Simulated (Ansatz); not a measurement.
**A computed series for BN: response to strain**

Base system: BN (space group P6_3/mmc, No. 194; a = 2.5064 Å, c = 6.6147 Å; layered, stacked along the Cartesian z axis).

Strains are applied to the cell and any free atomic positions relax.

All numbers come from Kohn–Sham DFT with the PBE-D3(BJ) functional, run in Ansatz (a quantum-chemistry and plane-wave program) with PAW and 420 eV plane waves, no spin-orbit coupling.

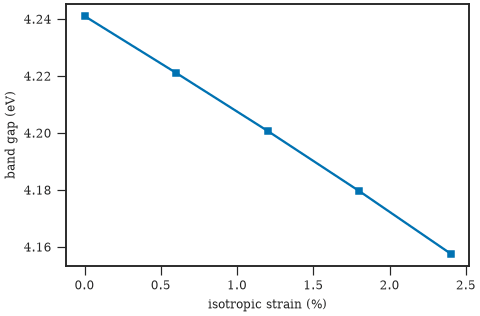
Fig. 1. Band gap against isotropic strain

```json
[
 {"isotropic strain (%)": "0.6", "band gap": "4.22 eV"},
 {"isotropic strain (%)": "1.2", "band gap": "4.20 eV"},
 {"isotropic strain (%)": "1.8", "band gap": "4.18 eV"},
 {"isotropic strain (%)": "2.4", "band gap": "4.16 eV"}
]
```

Gaps are read on the SCF mesh and a high-symmetry path. Whether these cells are dynamically stable was not tested.
